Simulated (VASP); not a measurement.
# PtSe2 (Sudovikovite): structure and properties in VASP, part 2 of 4

What structure and properties does LDA give PtSe2 (Sudovikovite), and how near are they to the measured ones? The start is a cell from a database of measured crystal structures.

VASP 6.6.1, plane waves and PAW; the level of theory is named at each step.

Still holding for the runs below: The k-mesh is coarse for a metal.

So far. Step 2 (Full relaxation (LDA)): It ends with a largest force of 0.007 eV/Å and a pressure of 0.04 GPa. The volume lies -4.6 % from that of the database's start, which holds the thermal and zero-point expansion of its experiment. LDA is known to overbind. The relaxed cell has a = 3.740, c = 4.788 Å (conventional setting).

The database entry behind the starting cell has ideal inner coordinates that were not refined, so it need not match the best structure at ambient conditions.

## Step 3: Second relaxation

Level of this step: LDA; plane waves and PAW (Pt, Se) (VASP).

The basis stayed that of the start cell while the cell moved. A rerun from the cell reached resets it; the error of the finite cutoff stays.

Input file INCAR:

```
SYSTEM = PtSe2
PREC = Accurate
ENCUT = 400
EDIFF = 1E-06
NELM = 100
ISMEAR = 0
SIGMA = 0.05
LREAL = .FALSE.
ALGO = Normal
GGA = CA
NBANDS = 17
LASPH = .TRUE.
LORBIT = 11
LWAVE = .FALSE.
LCHARG = .FALSE.
KPAR = 2
IBRION = 2
NSW = 60
ISIF = 3
EDIFFG = -0.01
```

Input file POSCAR:

```
PtSe2
1.0
    3.7403324055      0.0000000000      0.0000000000
   -1.8701662028      3.2392228818      0.0000000000
    0.0000000000      0.0000000000      4.7881194269
Pt Se
1 2
Direct
    0.0000000000      0.0000000000      0.0000000000
    0.3333333333      0.6666666667      0.2644490384
    0.6666666667      0.3333333333      0.7355509616
```

Input file KPOINTS:

```
Automatic mesh
0
Gamma
7 7 5
0 0 0
```

PAW data sets: Pt and Se (LDA family, release 64).

Command:

```bash
mpirun -np 2 vasp_std
```

Output:

```text
[... set-up lines as in an earlier step ...]
 entering main loop
       N       E                     dE             d eps       ncg     rms          rms(c)
DAV:   1     0.890741019511E+02    0.89074E+02   -0.87776E+03  1120   0.917E+02
DAV:   2    -0.141630577420E+02   -0.10324E+03   -0.10032E+03  1354   0.198E+02
DAV:   3    -0.178655022361E+02   -0.37024E+01   -0.36853E+01  1316   0.382E+01
DAV:   4    -0.178896249033E+02   -0.24123E-01   -0.24114E-01  1425   0.342E+00
DAV:   5    -0.178898488140E+02   -0.22391E-03   -0.22390E-03  1306   0.313E-01    0.130E+01
DAV:   6    -0.173276919789E+02    0.56216E+00   -0.43826E+00  1110   0.189E+01    0.799E+00
DAV:   7    -0.171228742818E+02    0.20482E+00   -0.86124E-01  1112   0.915E+00    0.401E+00
DAV:   8    -0.170963385177E+02    0.26536E-01   -0.58715E-02  1180   0.167E+00    0.779E-01
DAV:   9    -0.170931335524E+02    0.32050E-02   -0.72430E-03  1208   0.813E-01    0.202E-01
DAV:  10    -0.170930835941E+02    0.49958E-04   -0.13720E-03  1219   0.225E-01    0.378E-02
DAV:  11    -0.170930802499E+02    0.33442E-05   -0.56665E-05  1317   0.492E-02    0.293E-02
DAV:  12    -0.170930788256E+02    0.14243E-05   -0.46790E-06  1285   0.117E-02    0.847E-03
DAV:  13    -0.170930785856E+02    0.24001E-06   -0.58778E-07   609   0.586E-03
   1 F= -.17093079E+02 E0= -.17091937E+02  d E =-.170931E+02
 curvature:   0.00 expect dE= 0.000E+00 dE for cont linesearch  0.000E+00
 trial: gam= 0.00000 g(F)=  0.467E-05 g(S)=  0.310E-05 ort = 0.000E+00 (trialstep = 0.100E+01)
 search vector abs. value=  0.776E-05
 reached required accuracy - stopping structural energy minimisation
```

Run time: 3.6 s. Hardware: 2 MPI ranks of AMD EPYC 9R45, shared host; peak memory 0.23 GiB.

Parts of OUTCAR (step 3):

```text
  LATTYP: Found a hexagonal cell.
 ALAT       =     3.7403324055
 C/A-ratio  =     1.2801320599

The static configuration has the point symmetry D_3d.

 Found     32 irreducible k-points:

   dimension x,y,z NGX =    24 NGY =   24 NGZ =   32
   dimension x,y,z NGXF=    48 NGYF=   48 NGZF=   64

   ENCUT  =  400.0 eV  29.40 Ry    5.42 a.u.   6.10  6.10  7.81*2*pi/ulx,y,z

   NELECT =      22.0000    total number of electrons

 E-fermi :   7.0812

 k-point     1 :       0.0000    0.0000    0.0000
  band No.  band energies     occupation
    ...
      6       3.1112      2.00000
      7       3.1112      2.00000
      8       4.5264      2.00000
      9       6.0095      2.00000
     10       6.0095      2.00000
     11       7.8510      0.00000
     12       8.1489      0.00000
     13       8.1489      0.00000
     14      10.2189      0.00000
     15      11.1941      0.00000
    ...

 k-point     2 :       0.1429   -0.0000    0.0000
  band No.  band energies     occupation
    ...
      7       2.9654      2.00000
      8       4.0349      2.00000
      9       5.3203      2.00000
     10       5.6592      2.00000
     11       6.6517      2.00000
     12       8.4316      0.00000
     13       8.6686      0.00000
     14      11.4386      0.00000
     15      12.3209      0.00000
     16      13.7671      0.00000
    ...

  Total        0.0098090      0.0098090      0.0004025     -0.0000000      0.0000000      0.0000000
  in kB        0.2709068      0.2709068      0.0111161     -0.0000000      0.0000000      0.0000000
  external PRESSURE =       0.1843099 kB  Pullay stress =       0.0000000 kB

  energy-cutoff  :      400.00
  volume of cell :       58.01
      direct lattice vectors                 reciprocal lattice vectors
     3.740332405  0.000000000  0.000000000     0.267355917  0.154358011  0.000000000
    -1.870166203  3.239222882  0.000000000     0.000000000  0.308716021  0.000000000
     0.000000000  0.000000000  4.788119427     0.000000000  0.000000000  0.208850263

 POSITION                                       TOTAL-FORCE (eV/Angst)
 -----------------------------------------------------------------------------------
      0.00000      0.00000      0.00000         0.000000      0.000000      0.000000
     -0.00000      2.15948      1.26621         0.000000     -0.000000      0.006954
      1.87017      1.07974      3.52191        -0.000000      0.000000     -0.006954
 -----------------------------------------------------------------------------------
    total drift:                                0.000000     -0.000000     -0.000000

  FREE ENERGIE OF THE ION-ELECTRON SYSTEM (eV)
  ---------------------------------------------------
  free  energy   TOTEN  =       -17.0930785856 eV

  energy  without entropy=      -17.0907960017  energy(sigma->0) =      -17.09193729

 total charge
# of ion       s       p       d       tot
------------------------------------------
    1        0.688   0.698   8.063   9.449
    2        1.492   2.225   0.075   3.793
    3        1.492   2.225   0.075   3.793
--------------------------------------------------
tot          3.673   5.148   8.213  17.034

[... 3 parts as in an earlier step ...]

[... 7 further parts left out ...]
```

Little changed from the start: no atom moved by 0.005 Å and no cell edge by 0.1 %.

This step gave:

```
pressure                        : 0.01843 GPa
SCF cycles over all ionic steps : 13
```

It ends with a largest force of 0.007 eV/Å and a pressure of 0.02 GPa. The volume moved by under 0.01 %: the run met its threshold at the first step.

## Step 4: Single point with fields (LDA)

A single point on the relaxed cell gives a clean self-consistent state, with density, ELF and potential written out.

Edit INCAR of step 3 so:

```diff
@@ -14,7 +14,5 @@
 LWAVE = .FALSE.
-LCHARG = .FALSE.
-KPAR = 2
-IBRION = 2
-NSW = 60
-ISIF = 3
-EDIFFG = -0.01
+LCHARG = .TRUE.
+ISIF = 2
+LELF = .TRUE.
+LVHAR = .TRUE.
```

POSCAR is that of step 3.

KPOINTS is that of step 3.

Command:

```bash
mpirun -np 2 vasp_std
```

Output:

```text
[banner, memory and clock lines left out]
running    2 mpi-ranks, on    1 nodes
 distrk:  each k-point on    2 cores,    1 groups
 distr:  one band on    1 cores,    2 groups

 POSCAR found type information on POSCAR PtSe
 POSCAR found :  2 types and       3 ions
 LDA part: xc-table for (Slater(with rela. corr.)+CA(PZ))
 , standard interpolation
|                                                                             |
|           W    W    AA    RRRRR   N    N  II  N    N   GGGG   !!!           |
|           W    W   A  A   R    R  NN   N  II  NN   N  G    G  !!!           |
|           W    W  A    A  R    R  N N  N  II  N N  N  G       !!!           |
|           W WW W  AAAAAA  RRRRR   N  N N  II  N  N N  G  GGG   !            |
|           WW  WW  A    A  R   R   N   NN  II  N   NN  G    G                |
|           W    W  A    A  R    R  N    N  II  N    N   GGGG   !!!           |
|                                                                             |
|     The number of bands has been changed from the values supplied in        |
|     The orbitals not found in the WAVECAR file will be initialized with     |
|     random numbers, which is usually adequate. For correlated               |
|     calculations, however, you should redo the groundstate calculation.     |
|     I found NBANDS = 17. Now, NBANDS = 18.                                  |
|                                                                             |

 POSCAR, INCAR and KPOINTS ok, starting setup
 FFT: planning ... GRIDC
 FFT: planning ... GRID_SOFT
 FFT: planning ... GRID
 WAVECAR not read
 entering main loop
       N       E                     dE             d eps       ncg     rms          rms(c)
DAV:   1     0.873349036106E+02    0.87335E+02   -0.87598E+03  1224   0.865E+02
DAV:   2    -0.141690017054E+02   -0.10150E+03   -0.98226E+02  1424   0.190E+02
DAV:   3    -0.178657171012E+02   -0.36967E+01   -0.36736E+01  1366   0.363E+01
DAV:   4    -0.178896314928E+02   -0.23914E-01   -0.23909E-01  1504   0.326E+00
DAV:   5    -0.178898490820E+02   -0.21759E-03   -0.21759E-03  1388   0.298E-01    0.130E+01
DAV:   6    -0.173287701857E+02    0.56108E+00   -0.40931E+00  1196   0.178E+01    0.798E+00
DAV:   7    -0.171231297079E+02    0.20564E+00   -0.80470E-01  1196   0.861E+00    0.403E+00
DAV:   8    -0.170960467079E+02    0.27083E-01   -0.53883E-02  1260   0.156E+00    0.757E-01
DAV:   9    -0.170931264226E+02    0.29203E-02   -0.63179E-03  1254   0.734E-01    0.195E-01
DAV:  10    -0.170930838450E+02    0.42578E-04   -0.12150E-03  1270   0.204E-01    0.376E-02
DAV:  11    -0.170930802545E+02    0.35905E-05   -0.51491E-05  1318   0.457E-02    0.285E-02
DAV:  12    -0.170930787742E+02    0.14803E-05   -0.44970E-06  1352   0.110E-02    0.812E-03
DAV:  13    -0.170930785863E+02    0.18794E-06   -0.53037E-07   664   0.497E-03
   1 F= -.17093079E+02 E0= -.17091937E+02  d E =-.228258E-02
```

Run time: 4.2 s. Hardware: 2 MPI ranks; peak memory 0.21 GiB; 7.6 s of CPU time.

OUTCAR, selected parts (step 4):

```text
The static configuration has the point symmetry D_3d.

 Found     32 irreducible k-points:

   k-points           NKPTS =     32   k-points in BZ     NKDIM =     32   number of bands    NBANDS=     18

   NELECT =      22.0000    total number of electrons

 E-fermi :   7.0811

  Total        0.0100510      0.0100510      0.0007101     -0.0000000     -0.0000000      0.0000000
  in kB        0.2775891      0.2775891      0.0196117     -0.0000000     -0.0000000      0.0000000
  external PRESSURE =       0.1915966 kB  Pullay stress =       0.0000000 kB

 POSITION                                       TOTAL-FORCE (eV/Angst)
 -----------------------------------------------------------------------------------
      0.00000      0.00000      0.00000         0.000000      0.000000      0.000000
     -0.00000      2.15948      1.26621        -0.000000      0.000000      0.006936
      1.87017      1.07974      3.52191        -0.000000     -0.000000     -0.006936
 -----------------------------------------------------------------------------------
    total drift:                                0.000000     -0.000000     -0.000000

  FREE ENERGIE OF THE ION-ELECTRON SYSTEM (eV)
  ---------------------------------------------------
  free  energy   TOTEN  =       -17.0930785863 eV

  energy  without entropy=      -17.0907960036  energy(sigma->0) =      -17.09193729

[... 15 parts as in an earlier step ...]
```

This step gave:

- SCF cycles: 13
- bands: 18
- pressure: 0.01916 GPa

Valence electrons inside each PAW sphere by angular momentum. Sphere charges, by row:

```
atom  s (e)  p (e)  d (e)  tot (e)
 Pt1  0.688  0.698  8.063    9.449
 Se2  1.492  2.225  0.075    3.793
 Se3  1.492  2.225  0.075    3.793
```

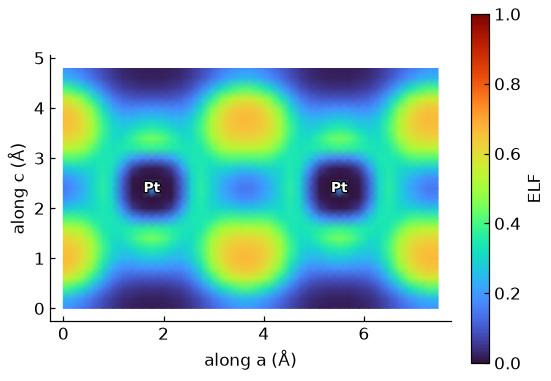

ELF in the ac plane at fractional y = 0.000, with atoms of Pt within 0.2 Å of it. It is the smooth field of the valence electrons, not physical close to the nuclei. The map starts off the cell's origin, so that atoms lie inside it.

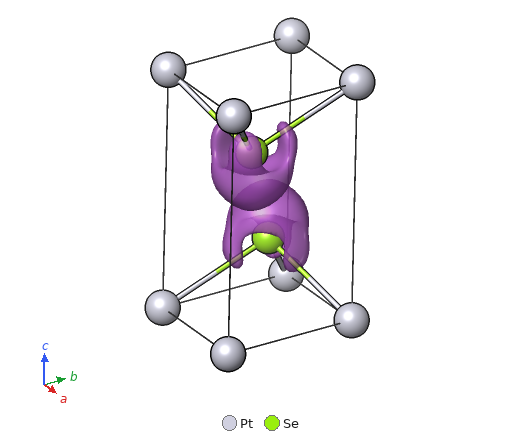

Surface of ELF = 0.84. Bonds to atoms that aren't drawn are left out.

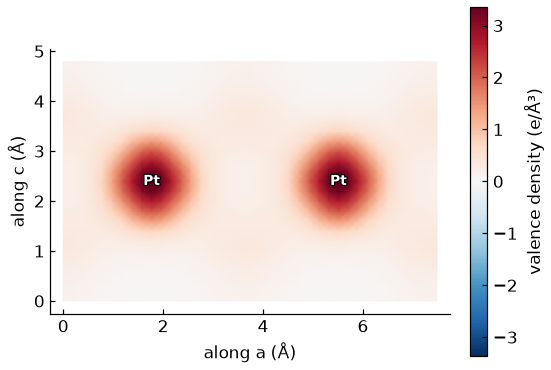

Valence density in the ac plane at fractional y = 0.000, with atoms of Pt within 0.2 Å of it. It is the smooth field of the valence electrons, not physical close to the nuclei. The map starts off the cell's origin, so that atoms lie inside it.

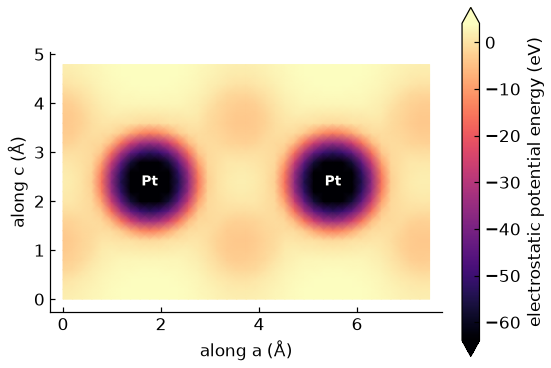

Electrostatic potential energy in the ac plane at fractional y = 0.000, with atoms of Pt within 0.2 Å of it. With pseudopotentials it is smooth inside the atoms' cores, unlike the true potential. The map starts off the cell's origin, so that atoms lie inside it.

In this run the pressure is 0.02 GPa, small enough to go on.

## Step 5: Bands along the symmetry lines (LDA)

The mesh alone shows little of the dispersion and can miss band extrema, so KPOINTS_OPT adds a path through the symmetry points after the self-consistent cycle.

Input file INCAR:

```
SYSTEM = PtSe2
PREC = Accurate
ENCUT = 400
EDIFF = 1E-06
NELM = 100
ISMEAR = 0
SIGMA = 0.05
LREAL = .FALSE.
ALGO = Normal
GGA = CA
NBANDS = 24
LASPH = .TRUE.
LORBIT = 11
LWAVE = .FALSE.
LCHARG = .FALSE.
KPAR = 2
```

POSCAR is that of step 4.

KPOINTS is that of step 4.

Input file KPOINTS_OPT:

```
Line mode
16
Line-mode
Reciprocal
  0.00000000   0.00000000   0.00000000 GAMMA
  0.50000000   0.00000000   0.00000000 M

  0.50000000   0.00000000   0.00000000 M
  0.33333333   0.33333333   0.00000000 K

  0.33333333   0.33333333   0.00000000 K
  0.00000000   0.00000000   0.00000000 GAMMA

  0.00000000   0.00000000   0.00000000 GAMMA
  0.00000000   0.00000000   0.50000000 A

  0.00000000   0.00000000   0.50000000 A
  0.50000000   0.00000000   0.50000000 L

  0.50000000   0.00000000   0.50000000 L
  0.33333333   0.33333333   0.50000000 H

  0.33333333   0.33333333   0.50000000 H
  0.00000000   0.00000000   0.50000000 A

  0.50000000   0.00000000   0.50000000 L
  0.50000000   0.00000000   0.00000000 M

  0.33333333   0.33333333   0.00000000 K
  0.33333333   0.33333333   0.50000000 H
```

Command:

```bash
mpirun -np 2 vasp_std
```

Output:

```text
[... set-up lines as in an earlier step ...]
 entering main loop
       N       E                     dE             d eps       ncg     rms          rms(c)
DAV:   1     0.839984209141E+02    0.83998E+02   -0.82973E+03  1576   0.652E+02
DAV:   2    -0.142089178159E+02   -0.98207E+02   -0.93654E+02  1912   0.160E+02
DAV:   3    -0.178686034698E+02   -0.36597E+01   -0.36398E+01  1976   0.295E+01
DAV:   4    -0.178895958552E+02   -0.20992E-01   -0.20991E-01  1744   0.252E+00
DAV:   5    -0.178898486450E+02   -0.25279E-03   -0.25279E-03  1992   0.278E-01    0.130E+01
DAV:   6    -0.173355772818E+02    0.55427E+00   -0.30433E+00  1672   0.134E+01    0.800E+00
DAV:   7    -0.171246200898E+02    0.21096E+00   -0.60493E-01  1608   0.633E+00    0.409E+00
DAV:   8    -0.170948562678E+02    0.29764E-01   -0.41480E-02  1912   0.122E+00    0.651E-01
DAV:   9    -0.170931288743E+02    0.17274E-02   -0.32050E-03  1776   0.420E-01    0.175E-01
DAV:  10    -0.170930823001E+02    0.46574E-04   -0.65647E-04  1912   0.126E-01    0.354E-02
DAV:  11    -0.170930793012E+02    0.29989E-05   -0.36689E-05  1752   0.315E-02    0.234E-02
DAV:  12    -0.170930785972E+02    0.70403E-06   -0.27258E-06  1928   0.737E-03
   1 F= -.17093079E+02 E0= -.17091937E+02  d E =-.228260E-02
 Start KPOINTS_OPT (optional k-point list driver)
k-point batch [1-32\144]
       N       E                     dE             ncg
DAV:   1     0.399681262824E+04   -0.11177E+05     1568
DAV:   2     0.866262960456E+03   -0.31305E+04     1888
DAV:   3     0.751591300952E+03   -0.11467E+03     1944
DAV:   4     0.750766153113E+03   -0.82515E+00     1832
DAV:   5     0.750753146830E+03   -0.13006E-01     1992
DAV:   6     0.750752867916E+03   -0.27891E-03     1888
DAV:   7     0.750752861593E+03   -0.63230E-05     1944
DAV:   8     0.750752861421E+03   -0.17182E-06     1344
[...]
k-point batch [129-144\144]
       N       E                     dE             ncg
DAV:   1     0.122575720688E+05   -0.97140E+04      776
DAV:   2     0.106880878063E+05   -0.15695E+04      984
DAV:   3     0.106328692099E+05   -0.55219E+02      928
DAV:   4     0.106324811784E+05   -0.38803E+00      976
DAV:   5     0.106324749415E+05   -0.62370E-02      968
DAV:   6     0.106324748056E+05   -0.13586E-03      984
DAV:   7     0.106324748025E+05   -0.31436E-05      952
DAV:   8     0.106324748024E+05   -0.62288E-07      728
```

Run time: 14 s. Hardware: 2 MPI ranks; peak memory 0.28 GiB.

OUTCAR, selected parts (step 5):

```text
   k-points           NKPTS =     32   k-points in BZ     NKDIM =     32   number of bands    NBANDS=     24

   NELECT =      22.0000    total number of electrons

 E-fermi :   7.0812

 k-point     1 :       0.0000    0.0000    0.0000
  band No.  band energies     occupation
    ...
      6       3.1112      2.00000
      7       3.1112      2.00000
      8       4.5265      2.00000
      9       6.0096      2.00000
     10       6.0096      2.00000
     11       7.8512      0.00000
     12       8.1490      0.00000
     13       8.1490      0.00000
     14      10.2189      0.00000
     15      11.1941      0.00000
    ...

  Total        0.0084064      0.0084064     -0.0018533     -0.0000000     -0.0000000     -0.0000000
  in kB        0.2321685      0.2321685     -0.0511840     -0.0000000     -0.0000000     -0.0000000
  external PRESSURE =       0.1377177 kB  Pullay stress =       0.0000000 kB

 POSITION                                       TOTAL-FORCE (eV/Angst)
 -----------------------------------------------------------------------------------
      0.00000      0.00000      0.00000        -0.000000      0.000000     -0.000000
     -0.00000      2.15948      1.26621        -0.000000      0.000000      0.007263
      1.87017      1.07974      3.52191         0.000000     -0.000000     -0.007263
 -----------------------------------------------------------------------------------
    total drift:                                0.000000     -0.000000     -0.000000

  FREE ENERGIE OF THE ION-ELECTRON SYSTEM (eV)
  ---------------------------------------------------
  free  energy   TOTEN  =       -17.0930785972 eV

  energy  without entropy=      -17.0907959967  energy(sigma->0) =      -17.09193730

[... 8 parts as in an earlier step ...]

[... 8 further parts left out ...]
```

Spin-orbit coupling is off here; with elements this heavy it splits and shifts levels by tenths of an eV or more.

Numbers from this step:

```yaml
scf_cycles: 12
bands: 24
pressure: 0.01377 GPa
```

Electronic bands along the path, in eV, zero at the Fermi level; # counts the bands kept, so #1 is VASP's band 3:

```
    point     #6     #7     #8     #9    #10    #11   #12   #13
        Γ  -2.55  -1.07  -1.07   0.77   1.07   1.07  3.14  4.11
        M  -3.86  -3.47  -3.40  -3.02   0.46   2.54  5.01  6.01
        K  -3.77  -2.37  -1.78  -1.78  -0.09  -0.09  3.85  7.46
        Γ  -2.55  -1.07  -1.07   0.77   1.07   1.07  3.14  4.11
        A  -3.06  -1.79  -1.79  -1.72   2.36   2.36  4.87  6.51
        L  -3.50  -3.20  -2.73  -1.17   0.59   1.46  4.71  4.95
        H  -4.47  -3.60  -2.58  -2.58   2.34   2.34  6.67  7.46
        A  -3.06  -1.79  -1.79  -1.72   2.36   2.36  4.87  6.51
jump to L  -3.50  -3.20  -2.73  -1.17   0.59   1.46  4.71  4.95
        M  -3.86  -3.47  -3.40  -3.02   0.46   2.54  5.01  6.01
jump to K  -3.77  -2.37  -1.78  -1.78  -0.09  -0.09  3.85  7.46
        H  -4.47  -3.60  -2.58  -2.58   2.34   2.34  6.67  7.46
```

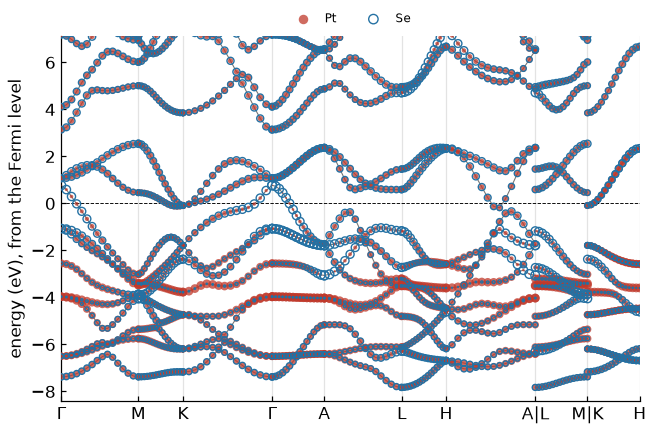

Electronic bands along the path; dots are coloured as in the legend, and their area grows with the weight.

There is no gap at this level.

(Continued in part 3 of 4.)

[Lines on the potential files, build, host, timing and source positions are cut from VASP's logs without a mark.]

[Logs are printed without paths, hosts, clocks, repeated set-up lines and the standing remarks that a program may print on its own settings, such as how far it seeks lower states.]

[Hosts, paths, dates, database ids (printed as entryN), source tags and the programs' standing remarks are cut or masked in the printed files.]

[Measured values are set beside computed ones only where the two were judged alike; some that the calculation misses by far are left out.]
